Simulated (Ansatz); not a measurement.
**NH3 (triplet): one geometry, many settings at distance H1–H2 along a hydrogen transfer = 1.196 Å**

Aim: run NH3 (triplet) at one geometry under a spread of methods and options, and see what each costs and gives.

Program: Ansatz 0.2.0, Gaussian basis. Level of theory: the settings change from run to run. These are calculated values, not measurements.

6 further runs of the same task are left out: 6 that didn't finish.

## 1. What is computed

The geometry derives from fragments relaxed apart (PBE0/def2-TZVP) and kept rigid, so it is no stationary point. A hydrogen atom is moved between rigid fragments.

4 atoms, charge 0, spin multiplicity 3.

Atoms are counted from 1 here; the program's logs count them from 0.

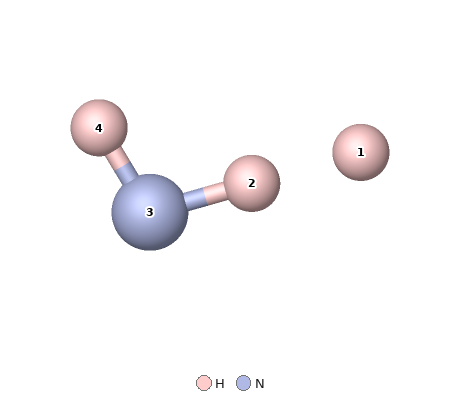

The structure; hydrogen pink, nitrogen light blue; atoms are numbered from 1 in the order of the file.

## 2. CASSCF(4,6)/6-31G

Input file in.yaml:

```yaml
crystal:
  periodic: [false, false, false]
  atoms:
    - {symbol: H, position_ang: [-2.124160, 0.059434, 0.000000]}
    - {symbol: H, position_ang: [-0.928160, 0.059434, 0.000000]}
    - {symbol: N, position_ang: [0.186840, 0.059434, 0.000000]}
    - {symbol: H, position_ang: [0.455922, -0.944792, 0.000000]}
basis:
  gaussian: {orbitals: 6-31G}
magnetization: {spin_polarized: false, initial_magnetization: 2}
correlation: {active_space: {window: {electrons: 4, orbitals: 6}}}
```

Run with:

```console
> ansatz run in.yaml --threads 1 --pin off --events-out ev --progress --plain --max-ram 2393MiB
```

Standard output:

```text
Functional definition: HF
  name "HF"
  cite "Fock, Z. Phys. 61, 126 (1930) doi:10.1007/BF01340294"
  parent pbe
  exchange = exact_x
  correlation = 0
228 factors; integrals over basis functions are off by at most 4.5e-4 eV
mean field evaluation 1: about -1523.1958 eV, gradient 1.2e1 eV
mean field evaluation 2: about -1523.1954 eV, gradient 1.2e1 eV
mean field evaluation 4: about -1523.8702 eV, gradient 3.0e0 eV
mean field evaluation 8: about -1523.9501 eV, gradient 3.1e-4 eV
mean field -1523.95011438 eV, -56.0041337331 hartree, gradient 6.5e-6 eV, S^2 2.000000; 0 other end points of the search recorded, 0 dependent functions left out
reference -1523.95011438 eV, -56.0041337331 hartree; 6, 4 occupied and 9, 11 virtual orbitals, 228 factors
state -1524.96134260 eV, -56.0412956847 hartree
Total energy: -1524.96134260 eV, -56.0412956847 hartree
```

It took 1.1 s on 1 thread of Intel Xeon Platinum 8259CL at 2.50GHz, shared host.

From the report: 225 determinants; active occupations 1.96, 1.00, 1.00, 0.03, 0.00, 0.00.

## 3. CCSD/cc-pVDZ

Changes to in.yaml since step 2:

```diff
@@ -8,4 +8,6 @@
 basis:
-  gaussian: {orbitals: 6-31G}
-magnetization: {spin_polarized: false, initial_magnetization: 2}
-correlation: {active_space: {window: {electrons: 4, orbitals: 6}}}
+  gaussian: {orbitals: cc-pVDZ}
+magnetization: {spin_polarized: true, initial_magnetization: 2}
+hamiltonian: {xc: {name: PBE0}, pseudopotentials: {relativity: none}}
+correlation: {method: ccsd, electrons: outside_noble_gas}
+scf: {omitted_lower_state_checks: [cluster_reference]}
```

Same command.

Standard output, cut to the lines that bear on the results:

```text
Functional definition: PBE0
  name "PBE0"
  cite "Adamo & Barone, J. Chem. Phys. 110, 6158 (1999) doi:10.1063/1.478522"
  cite "Perdew, Burke & Ernzerhof, Phys. Rev. Lett. 77, 3865 (1996) doi:10.1103/PhysRevLett.77.3865"
  parent pbe
[...]
268 factors; integrals over basis functions are off by at most 1.4e-3 eV
[...]
mean field -1532.21447607 eV, -56.3078434233 hartree, gradient 5.4e-6 eV, S^2 2.011438; 0 other end points of the search recorded, 0 dependent functions left out
1 core orbitals not correlated: weight in the atoms' cores, before any rotation towards them, 1.000 or more for the frozen orbitals, at most 0.000 for the correlated occupied ones
reference -1524.91997011 eV, -56.0397752736 hartree; 5, 3 occupied and 23, 25 virtual orbitals, 268 factors
second order -4.27266427 eV of doubles, -0.11689465 eV of singles
cycle   1  -4.71353460 eV  change   -3.2e-1 eV  update   4.0e-2
[...]
cycle  10  -4.87200683 eV  change   -2.8e-6 eV  update   8.7e-6
Total energy: -1529.79197694 eV, -56.2188182224 hartree
Checks for a lower state left out: cluster_reference
```

Run time: 0.87 s. Hardware: 1 thread of Intel Xeon Platinum 8259CL at 2.50GHz, shared host.

From the report: ⟨S²⟩ of the determinant 2.011 (pure triplet: 2.00); correlation -4.8720 eV; T1 0.013; largest double amplitude 0.04. The orbitals are Kohn-Sham ones, so correlation energy and T1 don't compare with those on Hartree-Fock orbitals.

## 4. HF/cc-pVDZ

Input file in.yaml:

```yaml
crystal:
  periodic: [false, false, false]
  atoms:
    - {symbol: H, position_ang: [-2.124160, 0.059434, 0.000000]}
    - {symbol: H, position_ang: [-0.928160, 0.059434, 0.000000]}
    - {symbol: N, position_ang: [0.186840, 0.059434, 0.000000]}
    - {symbol: H, position_ang: [0.455922, -0.944792, 0.000000]}
basis:
  gaussian: {orbitals: cc-pVDZ}
magnetization: {spin_polarized: false, initial_magnetization: 2}
hamiltonian: {xc: hf}
output: {forces: true, orbitals: {seedname: orbitals}}
```

The command is unchanged.

Standard output, cut to the lines that bear on the results:

```text
Functional definition: HF
  name "HF"
  cite "Fock, Z. Phys. 61, 126 (1930) doi:10.1007/BF01340294"
  parent pbe
[...]
268 factors; integrals over basis functions are off by at most 1.4e-3 eV
[...]
mean field -1524.84984371 eV, -56.0371981759 hartree, gradient 7.0e-5 eV, S^2 2.000000; 0 other end points of the search recorded, 0 dependent functions left out
[...]
reference -1524.84984371 eV, -56.0371981759 hartree; 6, 4 occupied and 23, 25 virtual orbitals, 268 factors
Total energy: -1524.84984371 eV, -56.0371981759 hartree
Atom 0 at    -2.124160     0.059434     0.000000 Å, force    -1.162233    -0.020472     0.000000 eV/Å
Atom 1 at    -0.928160     0.059434     0.000000 Å, force     3.355640    -0.224114     0.000000 eV/Å
Atom 2 at     0.186840     0.059434     0.000000 Å, force    -1.687212    -0.540091     0.000000 eV/Å
Atom 3 at     0.455922    -0.944792     0.000000 Å, force    -0.506195     0.784677     0.000000 eV/Å
Dipole moment:    -0.215130    -0.316702    -0.000000 e Å
```

Run time: 0.18 s. Hardware: 1 thread of Intel Xeon Platinum 8259CL at 2.50GHz, shared host.

## 5. CCSD(T)/6-31G

Changes to in.yaml since step 4:

```diff
@@ -8,5 +8,5 @@
 basis:
-  gaussian: {orbitals: cc-pVDZ}
-magnetization: {spin_polarized: false, initial_magnetization: 2}
-hamiltonian: {xc: hf}
-output: {forces: true, orbitals: {seedname: orbitals}}
+  gaussian: {orbitals: 6-31G}
+magnetization: {spin_polarized: true, initial_magnetization: 2}
+hamiltonian: {xc: {name: PBE}}
+correlation: {method: ccsd_t, electrons: outside_noble_gas}
```

Same command.

Standard output, cut to the lines that bear on the results:

```text
Functional definition: PBE
  name "PBE"
  cite "Perdew, Burke & Ernzerhof, Phys. Rev. Lett. 77, 3865 (1996) doi:10.1103/PhysRevLett.77.3865"
  parent pbe
[...]
228 factors; integrals over basis functions are off by at most 4.5e-4 eV
[...]
mean field -1531.40385746 eV, -56.2780537388 hartree, gradient 7.7e-6 eV, S^2 2.006564; 0 other end points of the search recorded, 0 dependent functions left out
1 core orbitals not correlated: weight in the atoms' cores, before any rotation towards them, 1.000 or more for the frozen orbitals, at most 0.000 for the correlated occupied ones
reference -1523.81772939 eV, -55.9992686742 hartree; 5, 3 occupied and 9, 11 virtual orbitals, 228 factors
second order -2.65624160 eV of doubles, -0.19867322 eV of singles
cycle   1  -3.06210769 eV  change   -2.1e-1 eV  update   4.3e-2
[...]
cycle  11  -3.23341864 eV  change    4.2e-6 eV  update   4.7e-6
perturbative correction -0.04114266 eV, -0.0015119649 hartree
Total energy: -1527.09229068 eV, -56.1196065822 hartree
```

Wall time 0.63 s (1 thread of Intel Xeon Platinum 8259CL at 2.50GHz, shared host).

From the report: ⟨S²⟩ of the determinant 2.007 (pure triplet: 2.00); correlation -3.2746 eV; T1 0.032; largest double amplitude 0.05. The orbitals are Kohn-Sham ones, so correlation energy and T1 don't compare with those on Hartree-Fock orbitals.

## 6. The runs in one table

Where basis and cores are those of an earlier UCCSDTQ/6-31G run (-1527.1251 eV), and the state is the same kind, the miss against it is given.

| level | correlated | functions | energy (eV) | from UCCSDTQ (meV) | time |
| --- | --- | --- | --- | --- | --- |
| CASSCF(4,6)/6-31G |  | 15 | -1524.9613 | 2163.8 | 1.1 s |
| CCSD/cc-pVDZ (on PBE0 orbitals) | outside noble gas | 29 | -1529.7920 |  | 0.87 s |
| HF/cc-pVDZ |  | 29 | -1524.8498 |  | 0.18 s |
| CCSD(T)/6-31G (on PBE orbitals) | outside noble gas | 15 | -1527.0923 | 32.9 | 0.63 s |

## 7. What came out

```
quantity                     value
    runs                         4
quickest        HF/cc-pVDZ, 0.18 s
 slowest  CASSCF(4,6)/6-31G, 1.1 s
```

What this shows: Total energies in different bases, with other cores or another treatment of relativity can't be set against each other. CASSCF(4,6)/6-31G took 6 times as long as HF/cc-pVDZ; the jobs differ in more than the method. Hartree-Fock, CASSCF and CASCI lack dynamic correlation by design. Cores frozen from Kohn-Sham orbitals shift the total energy.
